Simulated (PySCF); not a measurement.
# One shape, several levels: C2H9NSi (SMILES CN(C)[SiH3])

We compute a comparison of 6 runs (BHLYP/6-31G*, BLYP/6-31G*, SVWN5/6-31G*, r2SCAN/6-31G*, wB97M-V/6-31G*, wB97X/6-31G*) of C2H9NSi. The job is set up through a Python script.

Program for the calculation: PySCF 2.14.0.

### 1 Starting point

C2H9NSi has 13 atoms, charge 0, and is taken as a singlet. As SMILES, `CN(C)[SiH3]`. Geometry: relaxed at PBE0-D4/def2-TZVP.

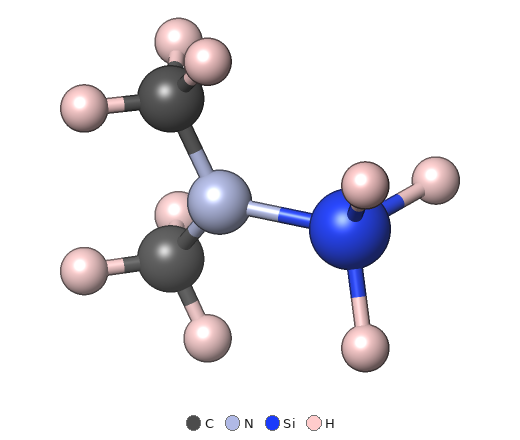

The structure, seen from a chosen angle (carbon dark grey, nitrogen light blue, silicon blue, hydrogen pink).

### 2 A single-point energy at BHLYP/6-31G(d) (spherical functions) (run 1)

The input, calc.py:

```python
from pyscf import gto, dft

mol = gto.M(
    atom=[
    ('C', (-0.853400, 1.051500, -0.567400)),
    ('N', (-0.064300, 0.101400, 0.176900)),
    ('C', (1.257300, 0.576800, 0.503700)),
    ('Si', (-0.404400, -1.580400, 0.101900)),
    ('H', (-0.416100, 1.292500, -1.548500)),
    ('H', (-0.947500, 1.991500, -0.009400)),
    ('H', (-1.860700, 0.663700, -0.735400)),
    ('H', (1.197400, 1.509100, 1.079000)),
    ('H', (1.870100, 0.778300, -0.388400)),
    ('H', (1.787100, -0.156700, 1.115700)),
    ('H', (0.068700, -2.275300, -1.137100)),
    ('H', (-1.879700, -1.752300, 0.167000)),
    ('H', (0.265600, -2.234700, 1.256700)),
],
    verbose=3,
    max_memory=1860,
    basis='6-31g*',
    charge=0,
)

mf = dft.RKS(mol, xc='bhandhlyp')
mf.grids.level = 5
mf.conv_tol = 1e-10
mf.kernel()
if not mf.converged:
    mf = mf.newton().run(mf.mo_coeff, mf.mo_occ)

e_final = mf.e_tot
print('E(%s) = %.9f' % ('BHLYP', e_final))
```

On the command line:

```bash
$ OMP_NUM_THREADS=1 python calc.py
```

The program printed:

```text
converged SCF energy = -425.757990011873
E(BHLYP) = -425.757990012
```

Run time: 22 s. Hardware: 1 thread of Intel Xeon at 2.70GHz, shared host; peak memory 0.4 GiB.

### 3 A single-point energy at BLYP/6-31G(d) (spherical functions) (run 2)

The input, mol.xyz:

```xyz
13
C2H9NSi
C     -0.853400     1.051500    -0.567400
N     -0.064300     0.101400     0.176900
C      1.257300     0.576800     0.503700
Si    -0.404400    -1.580400     0.101900
H     -0.416100     1.292500    -1.548500
H     -0.947500     1.991500    -0.009400
H     -1.860700     0.663700    -0.735400
H      1.197400     1.509100     1.079000
H      1.870100     0.778300    -0.388400
H      1.787100    -0.156700     1.115700
H      0.068700    -2.275300    -1.137100
H     -1.879700    -1.752300     0.167000
H      0.265600    -2.234700     1.256700
```

The input, job.py:

```python
# CN(C)[SiH3]
from pyscf import gto, dft

mol = gto.M(
    atom='mol.xyz',
    basis='6-31g*',
    verbose=3,
    spin=0,
    max_memory=1860,
)

calc0 = dft.RKS(mol, xc='blyp')
calc0.grids.level = 5
calc0.conv_tol = 1e-10
calc0.kernel()
if not calc0.converged:
    calc0 = calc0.newton().run(calc0.mo_coeff, calc0.mo_occ)

e_tot = calc0.e_tot
print('E = %.10f Eh' % e_tot)
```

On the command line:

```bash
$ OMP_NUM_THREADS=1 python job.py
```

The program printed:

```text
converged SCF energy = -425.75084831552
E = -425.7508483155 Eh
```

It took 22 s on 1 thread of Intel Xeon at 2.70GHz, shared host; peak memory 0.4 GiB.

Runs 3 to 4 aren't shown in full; the table further down has their settings and results.

### 4 The energy at wB97M-V/6-31G(d) (spherical functions) (run 5)

The input, input.py:

```python
from pyscf import gto, dft

mol = gto.M(
    atom=[
    ('C', (-0.853400, 1.051500, -0.567400)),
    ('N', (-0.064300, 0.101400, 0.176900)),
    ('C', (1.257300, 0.576800, 0.503700)),
    ('Si', (-0.404400, -1.580400, 0.101900)),
    ('H', (-0.416100, 1.292500, -1.548500)),
    ('H', (-0.947500, 1.991500, -0.009400)),
    ('H', (-1.860700, 0.663700, -0.735400)),
    ('H', (1.197400, 1.509100, 1.079000)),
    ('H', (1.870100, 0.778300, -0.388400)),
    ('H', (1.787100, -0.156700, 1.115700)),
    ('H', (0.068700, -2.275300, -1.137100)),
    ('H', (-1.879700, -1.752300, 0.167000)),
    ('H', (0.265600, -2.234700, 1.256700)),
],
    verbose=3,
    max_memory=1860,
    basis='6-31g*',
)

myscf = dft.RKS(mol, xc='wb97m-v')
myscf.conv_tol = 1e-10
myscf.grids.level = 5
myscf.nlcgrids.level = 1
myscf.kernel()
if not myscf.converged:
    myscf = myscf.newton().run(myscf.mo_coeff, myscf.mo_occ)

e_final = myscf.e_tot
print('E = %.10f Eh' % e_final)
```

On the command line:

```bash
$ OMP_NUM_THREADS=1 python input.py
```

The program printed:

```text
converged SCF energy = -425.737536920501
E = -425.7375369205 Eh
```

Run time: 2.3 min. Hardware: 1 thread of Intel Xeon at 2.70GHz, shared host; peak memory 0.45 GiB.

### 5 A single-point energy at wB97X/6-31G(d) (spherical functions) (run 6)

The input, calc.py:

```python
from pyscf import gto, dft

mol = gto.Mole()
mol.atom = '''
C   -0.853400   1.051500  -0.567400
N   -0.064300   0.101400   0.176900
C    1.257300   0.576800   0.503700
Si  -0.404400  -1.580400   0.101900
H   -0.416100   1.292500  -1.548500
H   -0.947500   1.991500  -0.009400
H   -1.860700   0.663700  -0.735400
H    1.197400   1.509100   1.079000
H    1.870100   0.778300  -0.388400
H    1.787100  -0.156700   1.115700
H    0.068700  -2.275300  -1.137100
H   -1.879700  -1.752300   0.167000
H    0.265600  -2.234700   1.256700
'''
mol.max_memory = 1860
mol.verbose = 3
mol.charge = 0
mol.basis = '6-31g*'
mol.build()

ks = dft.RKS(mol)
ks.xc = 'wb97x'
ks.grids.level = 5
ks.conv_tol = 1e-10
ks.kernel()
if not ks.converged:
    ks = ks.newton().run(ks.mo_coeff, ks.mo_occ)

energy = ks.e_tot
print('E(%s) = %.9f' % ('WB97X', energy))
```

On the command line:

```bash
$ OMP_NUM_THREADS=1 python calc.py
```

The program printed:

```text
converged SCF energy = -425.80445655349
E(WB97X) = -425.804456553
```

Run time: 33 s. Hardware: 1 thread of Intel Xeon at 2.70GHz, shared host; peak memory 0.4 GiB.

### 6 The series

```csv
run,level,nlc grid,energy (Eh),dipole moment (D),HOMO energy (eV),LUMO energy (eV),wall time
1,BHLYP/6-31G* (spherical functions),–,-425.757990,0.93,-7.44,2.01,22 s
2,BLYP/6-31G* (spherical functions),–,-425.750848,0.95,-4.66,0.42,22 s
3,SVWN5/6-31G* (spherical functions),–,-423.435263,0.98,-4.84,-0.01,12 s
4,r2SCAN/6-31G* (spherical functions),–,-425.725327,0.99,-5.09,0.66,35 s
5,wB97M-V/6-31G* (spherical functions),1,-425.737537,0.96,-8.44,2.87,2.3 min
6,wB97X/6-31G* (spherical functions),–,-425.804457,0.95,-8.53,3.18,33 s
```

### 7 Results

| quantity | value |
| --- | --- |
| run 6: total energy | -425.80446 Eh |
| run 6: dipole moment | 0.95 D |
| run 6: HOMO energy | -8.53 eV |
| run 6: LUMO energy | 3.18 eV |
| run 6: HOMO–LUMO gap | 11.71 eV |

The dipole moment (its size) runs from 0.93 D (BHLYP/6-31G*) to 0.99 D (r2SCAN/6-31G*). The HOMO–LUMO gap runs from 4.83 eV (SVWN5/6-31G*) to 11.71 eV (wB97X/6-31G*). Totals of different functionals can't be ranked against each other. All runs together took 4.4 min, the longest 2.3 min.
